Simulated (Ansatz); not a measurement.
# CH4BrClSi: geometry and vibrations

The task is to find a stationary geometry of CH4BrClSi, check the end point by its vibrations and derive ideal-gas thermochemistry, and look at its orbitals and charge.

Method: RKS PBE0-D4/def2-TZVP; program: Ansatz 0.2.0, Gaussian basis.

Levels to be run: relaxation at PBE-D4/def2-SVP; relaxation at PBE0-D4/def2-TZVP; harmonic vibrations at the same level; a single point in def2-TZVPP for the fields.

## (1) The starting structure

SMILES `C[SiH](Cl)Br`, 8 atoms, charge 0, spin multiplicity 1.

Atoms are counted from 1 here; the program's logs count them from 0.

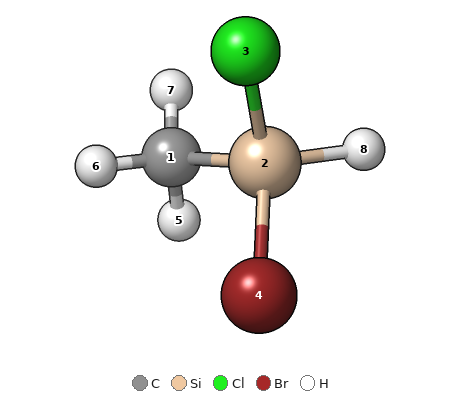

The starting geometry (carbon grey, silicon light orange, chlorine green, bromine red, hydrogen white); atoms are numbered from 1 in the order of the file.

The start is a force-field geometry with small random shifts, so a cheaper pass at PBE-D4/def2-SVP comes first.

## (2) Geometry optimisation, PBE-D4/def2-SVP (cheap first pass)

in.yaml

```yaml
crystal:
  periodic: [false, false, false]
  atoms:
    - {symbol: C, position_ang: [-0.230700, 0.923900, 0.136400]}
    - {symbol: Si, position_ang: [0.279900, -0.752700, -0.223900]}
    - {symbol: Cl, position_ang: [1.590700, -1.335400, 1.196800]}
    - {symbol: Br, position_ang: [-1.381700, -2.106300, -0.199800]}
    - {symbol: H, position_ang: [-0.990200, 1.307200, -0.648200]}
    - {symbol: H, position_ang: [-0.769900, 1.058300, 1.099000]}
    - {symbol: H, position_ang: [0.589000, 1.671200, 0.128900]}
    - {symbol: H, position_ang: [1.005000, -0.823200, -1.545100]}
basis:
  gaussian: {orbitals: def2-SVP}
hamiltonian: {xc: pbe, dispersion: d4}
relax: {f_tol: 0.03, max_steps: 200}
```

Run with:

```sh
$ ansatz run in.yaml --threads 4 --pin off --events-out ev --progress --plain --max-ram 10444MiB
```

Output (excerpt; [...] marks lines left out):

```text
Functional definition: PBE
  name "PBE"
  cite "Perdew, Burke & Ernzerhof, Phys. Rev. Lett. 77, 3865 (1996) doi:10.1103/PhysRevLett.77.3865"
  parent pbe
[...]
1126 factors; their error is unknown
[...]
mean field -91514.48886685 eV, -3363.0954351084 hartree, gradient 5.9e-5 eV, S^2 0.000000; 0 other end points of the search recorded, 0 dependent functions left out
[...]
reference -91514.48889915 eV, -3363.0954362954 hartree; 38, 38 occupied and 64, 64 virtual orbitals, 1126 factors
relax step   1: F+E_penalty+E_count = -91514.71015849 eV  Δ(F+E_penalty+E_count) = +0.000e0 eV  max|allowed force component| = 2.535e0 eV/Å  Δτ_max = 0.0000 Å  (25 SCF iters, accepted)
[...]
relax step   4: F+E_penalty+E_count = -91514.96451330 eV  Δ(F+E_penalty+E_count) = -3.768e-3 eV  max|allowed force component| = 3.702e-2 eV/Å  Δτ_max = 0.0133 Å  (29 SCF iters, accepted)
[...]
relax step   5: F+E_penalty+E_count = -91514.96475053 eV  Δ(F+E_penalty+E_count) = -2.372e-4 eV  max|allowed force component| = 1.703e-2 eV/Å  Δτ_max = 0.0096 Å  (29 SCF iters, accepted)
1126 factors; their error is unknown
[...]
mean field -91514.74937076 eV, -3363.1050084503 hartree, gradient 1.4e-5 eV, S^2 0.000000; 1 other end points of the search recorded, 0 dependent functions left out
[...]
reference -91514.74940368 eV, -3363.1050096603 hartree; 38, 38 occupied and 64, 64 virtual orbitals, 1126 factors
Total energy: -91514.96478345 eV, -3363.1129247209 hartree
Atom 0 at    -0.270697     0.994406     0.129137 Å, force     0.002813    -0.014851    -0.010372 eV/Å
Atom 1 at     0.314200    -0.744839    -0.230141 Å, force    -0.001298     0.017032    -0.002047 eV/Å
Atom 2 at     1.664357    -1.341661     1.235495 Å, force    -0.001909    -0.002720     0.002944 eV/Å
Atom 3 at    -1.442240    -2.136690    -0.237102 Å, force     0.005593     0.004067     0.002631 eV/Å
Atom 4 at    -0.988024     1.321434    -0.650512 Å, force    -0.002179     0.004725     0.005126 eV/Å
Atom 5 at    -0.773528     1.037085     1.115165 Å, force    -0.002519     0.001406     0.003224 eV/Å
Atom 6 at     0.592008     1.691435     0.138408 Å, force    -0.001731    -0.003144     0.001929 eV/Å
Atom 7 at     0.996023    -0.878171    -1.556348 Å, force     0.001231    -0.006515    -0.003435 eV/Å
Dipole moment:    -0.024111     0.399483    -0.121031 e Å
```

Run time: 5.5 s. Hardware: 4 threads of Intel Xeon Platinum 8488C, shared host.

Step by step:

```
step  energy from step 1 (eV)  largest force component (eV/Å)
   1                   0.0000                          2.5350
   2                  -0.2205                          1.1858
   3                  -0.2506                          0.3107
   4                  -0.2544                          0.0370
   5                  -0.2546                          0.0170
```

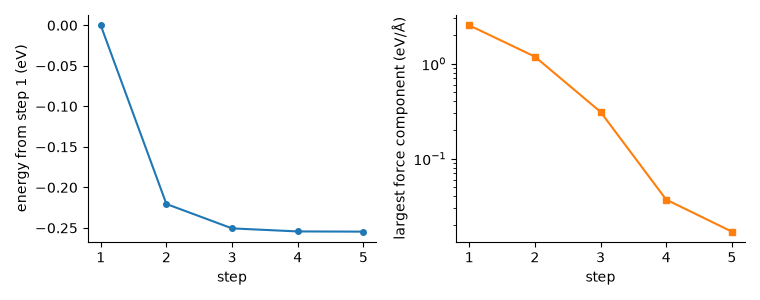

Energy and force, step by step.

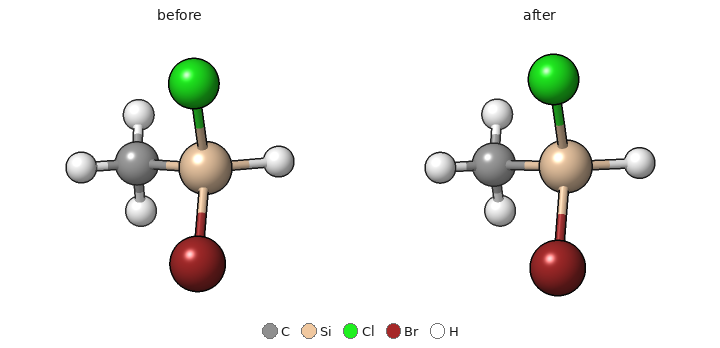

Before and after, at one scale.

Close pairs (by a distance rule), those that changed most:

```
   bond  before (Å)  after (Å)  change (Å)
Si2–Br4       2.143      2.241      +0.098
 C1–Si2       1.789      1.870      +0.081
Si2–Cl3       2.019      2.080      +0.061
  C1–H5       1.157      1.109      -0.049
 Si2–H8       1.509      1.497      -0.012
  C1–H6       1.111      1.108      -0.004
  C1–H7       1.109      1.109      -0.000
```

## (3) Optimising with PBE0-D4/def2-TZVP

in.yaml

```yaml
crystal:
  periodic: [false, false, false]
  atoms:
    - {symbol: C, position_ang: [-0.270697, 0.994406, 0.129137]}
    - {symbol: Si, position_ang: [0.314200, -0.744839, -0.230141]}
    - {symbol: Cl, position_ang: [1.664357, -1.341661, 1.235495]}
    - {symbol: Br, position_ang: [-1.442240, -2.136690, -0.237102]}
    - {symbol: H, position_ang: [-0.988024, 1.321434, -0.650512]}
    - {symbol: H, position_ang: [-0.773528, 1.037085, 1.115165]}
    - {symbol: H, position_ang: [0.592008, 1.691435, 0.138408]}
    - {symbol: H, position_ang: [0.996023, -0.878171, -1.556348]}
basis:
  gaussian: {orbitals: def2-TZVP}
hamiltonian: {xc: pbe0, dispersion: d4}
relax: {f_tol: 0.005, max_steps: 150}
```

The command is unchanged.

Output (excerpt; [...] marks lines left out):

```text
Functional definition: PBE0
  name "PBE0"
  cite "Adamo & Barone, J. Chem. Phys. 110, 6158 (1999) doi:10.1063/1.478522"
  cite "Perdew, Burke & Ernzerhof, Phys. Rev. Lett. 77, 3865 (1996) doi:10.1103/PhysRevLett.77.3865"
  parent pbe
[...]
1305 factors; their error is unknown
[...]
mean field -91536.22224811 eV, -3363.8941221381 hartree, gradient 1.5e-5 eV, S^2 0.000000; 0 other end points of the search recorded, 0 dependent functions left out
[...]
reference -91536.22227785 eV, -3363.8941232313 hartree; 38, 38 occupied and 139, 139 virtual orbitals, 1305 factors
relax step   1: F+E_penalty+E_count = -91536.40644438 eV  Δ(F+E_penalty+E_count) = +0.000e0 eV  max|allowed force component| = 4.711e-1 eV/Å  Δτ_max = 0.0000 Å  (28 SCF iters, accepted)
[...]
reference -91536.25670377 eV, -3363.8953883604 hartree; 38, 38 occupied and 139, 139 virtual orbitals, 1305 factors
Total energy: -91536.44245513 eV, -3363.9022145970 hartree
Atom 0 at    -0.267997     0.986400     0.127643 Å, force    -0.000135    -0.003629     0.000553 eV/Å
Atom 1 at     0.310109    -0.733185    -0.226724 Å, force     0.000259     0.000387     0.000738 eV/Å
Atom 2 at     1.639129    -1.329819     1.214605 Å, force     0.000075    -0.000159     0.000106 eV/Å
Atom 3 at    -1.419281    -2.119499    -0.233769 Å, force     0.000452     0.000323    -0.000453 eV/Å
Atom 4 at    -0.974997     1.309721    -0.639722 Å, force    -0.000220     0.000881    -0.000149 eV/Å
Atom 5 at    -0.762764     1.029072     1.099653 Å, force     0.000140     0.001409    -0.000420 eV/Å
Atom 6 at     0.583095     1.671679     0.136400 Å, force     0.000031     0.000408    -0.000347 eV/Å
Atom 7 at     0.984805    -0.871372    -1.533984 Å, force    -0.000602     0.000379    -0.000029 eV/Å
Dipole moment:    -0.018393     0.402879    -0.117348 e Å
```

Run time: 18 s. Hardware: 4 threads of Intel Xeon Platinum 8488C, shared host; peak memory 0.52 GiB.

The steps of the relaxation:

```
step  energy from step 1 (eV)  largest force component (eV/Å)
   1                   0.0000                          0.4711
   2                  -0.0337                          0.1305
   3                  -0.0358                          0.0573
   4                  -0.0360                          0.0155
   5                  -0.0360                          0.0036
```

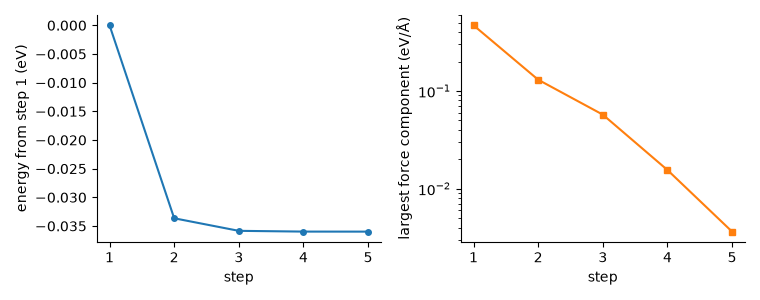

Energy and force, step by step.

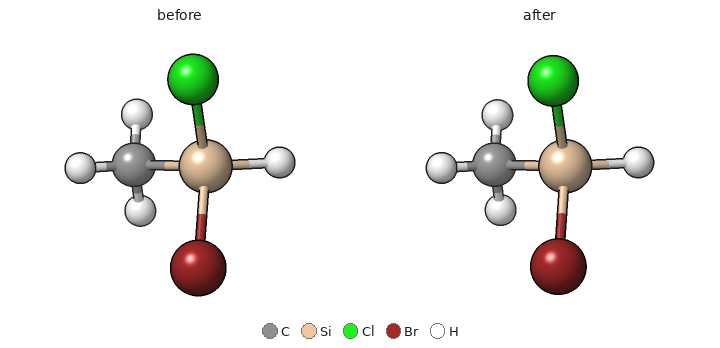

The geometry before (left) and after (right).

Distances of close pairs at the start and the end, largest changes first:

```
   bond  before (Å)  after (Å)  change (Å)
Si2–Cl3       2.080      2.049      -0.031
Si2–Br4       2.241      2.216      -0.025
 C1–Si2       1.870      1.848      -0.021
 Si2–H8       1.497      1.478      -0.020
  C1–H7       1.109      1.093      -0.016
  C1–H5       1.109      1.092      -0.016
  C1–H6       1.108      1.092      -0.016
```

Mulliken charges at the end point, from the run's report:

```
atom  value (e)
  C1      -0.48
 Si2       0.47
 Cl3      -0.23
 Br4      -0.22
  H5       0.15
  H6       0.16
  H7       0.15
  H8       0.00
```

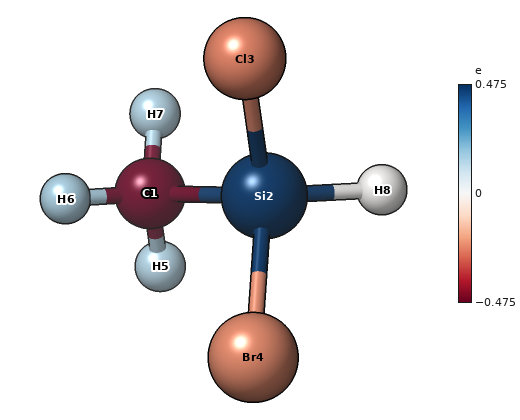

Mulliken charges at the end point, from the run's report, as colours on the atoms.

## (4) Force constants and modes

in.yaml

```yaml
crystal:
  periodic: [false, false, false]
  atoms:
    - {symbol: C, position_ang: [-0.267997, 0.986400, 0.127643]}
    - {symbol: Si, position_ang: [0.310109, -0.733185, -0.226724]}
    - {symbol: Cl, position_ang: [1.639129, -1.329819, 1.214605]}
    - {symbol: Br, position_ang: [-1.419281, -2.119499, -0.233769]}
    - {symbol: H, position_ang: [-0.974997, 1.309721, -0.639722]}
    - {symbol: H, position_ang: [-0.762764, 1.029072, 1.099653]}
    - {symbol: H, position_ang: [0.583095, 1.671679, 0.136400]}
    - {symbol: H, position_ang: [0.984805, -0.871372, -1.533984]}
basis:
  gaussian: {orbitals: def2-TZVP}
hamiltonian: {xc: pbe0, dispersion: d4}
phonons: {temperatures: {t_min: 298.15, t_max: 900, t_step: 200}}
```

Launched as before.

Output (excerpt; [...] marks lines left out):

```text
Functional definition: PBE0
  name "PBE0"
  cite "Adamo & Barone, J. Chem. Phys. 110, 6158 (1999) doi:10.1063/1.478522"
  cite "Perdew, Burke & Ernzerhof, Phys. Rev. Lett. 77, 3865 (1996) doi:10.1103/PhysRevLett.77.3865"
  parent pbe
[...]
1305 factors; their error is unknown
[...]
mean field -91536.25667430 eV, -3363.8953872774 hartree, gradient 1.5e-5 eV, S^2 0.000000; 0 other end points of the search recorded, 0 dependent functions left out
[...]
reference -91536.25670383 eV, -3363.8953883626 hartree; 38, 38 occupied and 139, 139 virtual orbitals, 1305 factors
[...]
1305 factors; their error is unknown
mean field -91536.25651503 eV, -3363.8953814244 hartree, gradient 1.7e-6 eV, S^2 0.000000; 0 other end points of the search recorded, 0 dependent functions left out
[...]
reference -91536.25654456 eV, -3363.8953825095 hartree; 38, 38 occupied and 139, 139 virtual orbitals, 1305 factors
[...]
Atom 0 at    -0.267997     0.986400     0.127643 Å, force    -0.000120    -0.003627     0.000530 eV/Å
Atom 1 at     0.310109    -0.733185    -0.226724 Å, force     0.000230     0.000390     0.000720 eV/Å
Atom 2 at     1.639129    -1.329819     1.214605 Å, force     0.000098    -0.000157     0.000123 eV/Å
Atom 3 at    -1.419281    -2.119499    -0.233769 Å, force     0.000456     0.000325    -0.000462 eV/Å
Atom 4 at    -0.974997     1.309721    -0.639722 Å, force    -0.000217     0.000876    -0.000143 eV/Å
Atom 5 at    -0.762764     1.029072     1.099653 Å, force     0.000131     0.001412    -0.000404 eV/Å
Atom 6 at     0.583095     1.671679     0.136400 Å, force     0.000032     0.000401    -0.000347 eV/Å
Atom 7 at     0.984805    -0.871372    -1.533984 Å, force    -0.000609     0.000381    -0.000018 eV/Å
Dipole moment:    -0.018393     0.402878    -0.117347 e Å
Vibrations: 147.36 163.19 175.76 229.85 412.18 544.08 671.54 740.01 755.82 839.88 891.43 1277.88 1438.64 1441.37 2264.50 3054.84 3144.40 3152.20 cm⁻¹, zero-point energy 1.323216 eV
```

It took 94 s on 4 threads of Intel Xeon Platinum 8488C, shared host; peak memory 0.53 GiB.

Motions are named by where the mode's potential energy lies. Wavenumbers, unscaled:

```
mode  cm⁻¹                  motion
   1   147                    bend
   2   163                 torsion
   3   176       bend with torsion
   4   230       bend with torsion
   5   412           Si–Br stretch
   6   544           Si–Cl stretch
   7   672                    bend
   8   740  bend with wag or twist
   9   756            Si–C stretch
  10   840  wag or twist with bend
  11   891                    bend
  12  1278                    bend
  13  1439                    bend
  14  1441                    bend
  15  2264            Si–H stretch
  16  3055             C–H stretch
  17  3144             C–H stretch
  18  3152             C–H stretch
```

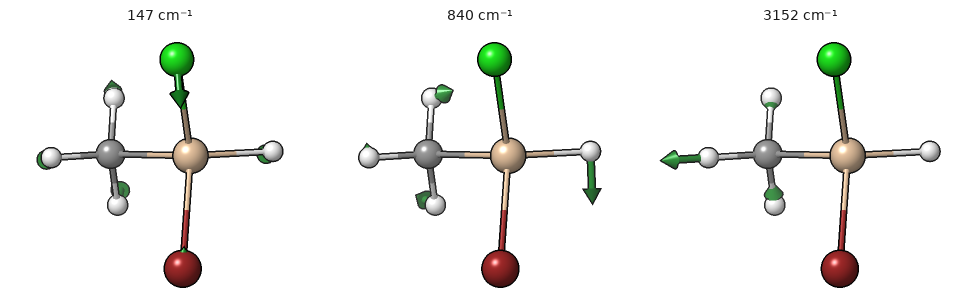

Displacements of 3 modes, as arrows.

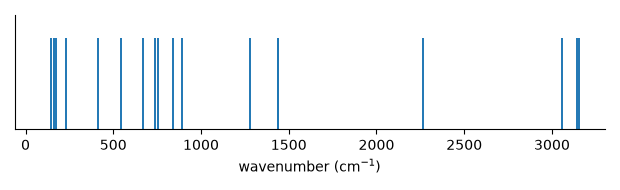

The harmonic wavenumbers as sticks (no intensities were computed).

From these modes and the moments of inertia (298.15 K, 1 bar, symmetry number 1):

```
                term            value
   zero-point energy     127.7 kJ/mol
          H(298) − E     146.4 kJ/mol
entropy, translation  172.1 J/(mol K)
   entropy, rotation  118.2 J/(mol K)
  entropy, vibration   51.0 J/(mol K)
      entropy, total  341.2 J/(mol K)
```

## (5) Fields at the relaxed geometry

in.yaml: that of step 4 with these lines changed.

```diff
@@ -12,4 +12,4 @@
 basis:
-  gaussian: {orbitals: def2-TZVP}
+  gaussian: {orbitals: def2-TZVPP}
 hamiltonian: {xc: pbe0, dispersion: d4}
-phonons: {temperatures: {t_min: 298.15, t_max: 900, t_step: 200}}
+output: {orbitals: {seedname: orbitals}}
```

Launched as before.

Output:

```text
Functional definition: PBE0
  name "PBE0"
  cite "Adamo & Barone, J. Chem. Phys. 110, 6158 (1999) doi:10.1063/1.478522"
  cite "Perdew, Burke & Ernzerhof, Phys. Rev. Lett. 77, 3865 (1996) doi:10.1103/PhysRevLett.77.3865"
  parent pbe
  parameter a = 0.25
  parameter kappa = 0.804
  parameter beta = 0.06672455060314922
  exchange = (1 - a)*pbe_x(kappa = kappa, mu = beta*pi^2/3) + a*exact_x
  correlation = pbe_c(beta = beta)
1445 factors; their error is unknown
mean field evaluation 1: about -91530.7332 eV, gradient 4.8e1 eV
mean field evaluation 2: about -91528.8994 eV, gradient 5.1e1 eV
mean field evaluation 4: about -91535.8046 eV, gradient 2.5e0 eV
mean field evaluation 8: about -91535.8180 eV, gradient 2.0e-2 eV
mean field evaluation 16: about -91536.2943 eV, gradient 7.5e-5 eV
mean field -91536.29427695 eV, -3363.8967691491 hartree, gradient 7.5e-5 eV, S^2 0.000000; 0 other end points of the search recorded, 0 dependent functions left out
reference -91536.29430668 eV, -3363.8967702419 hartree; 38, 38 occupied and 181, 181 virtual orbitals, 1445 factors
Total energy: -91536.48005805 eV, -3363.9035964786 hartree
```

Wall time 2.4 s (4 threads of Intel Xeon Platinum 8488C, shared host); peak memory 0.7 GiB.

The fields below are evaluated on a grid from the run's orbitals.

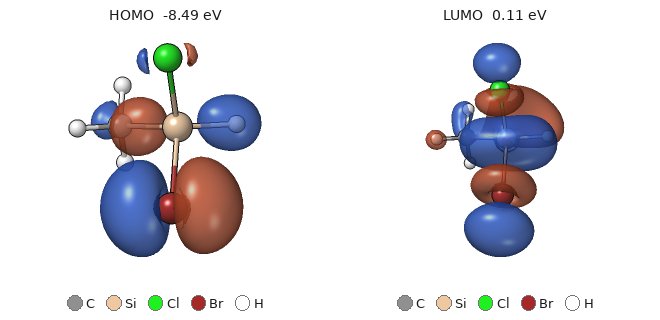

PBE0-D4/def2-TZVPP orbitals near the gap, drawn at the value that encloses 70 % of each; the two colours are the two signs.

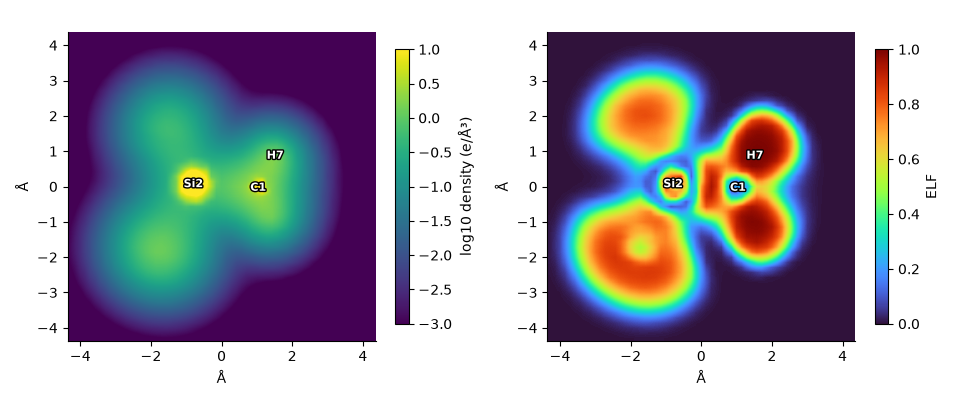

Density (left) and ELF (right) in a plane through or near 3 of the atoms.

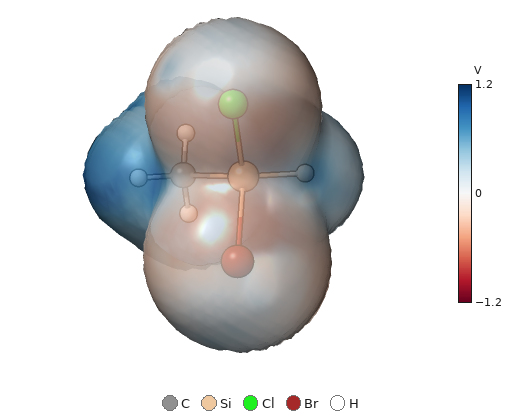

Electrostatic potential on the surface of density 0.002 e/bohr³; red is low, blue high. It runs from -0.42 V near Cl3 to 1.20 V near H8.

## (6) Outcome

| quantity | value |
| --- | --- |
| point group | C1 |
| steps | 5 + 5 |
| shift from the start (rms) | 0.045 Å |
| total energy | -91536.4425 eV |
| dispersion term | -186 meV |
| dipole moment | 2.02 D |
| lowest, highest wavenumber | 147, 3152 cm⁻¹ |
| zero-point energy | 127.7 kJ/mol |
| entropy at 298.15 K | 341.2 J/(mol K) |
| HOMO, LUMO | -8.49, 0.11 eV |

**Reading.** The atoms moved 0.05 Å (rms) from the start; the bond that changed most is Si2–Br4, from 2.143 to 2.216 Å. All wavenumbers are real, so the end point is a minimum. The stiffest mode, 3152 cm⁻¹, is a C–H stretch, and 3 modes under 200 cm⁻¹ make the vibrational entropy uncertain. Harmonic hybrid wavenumbers usually lie a few per cent above measured fundamentals. The largest Mulliken charge, -0.48 e, sits on C1. The HOMO lies mostly on Br4 72 %; H8 10 % and the LUMO on Si2 33 %; Br4 32 %.
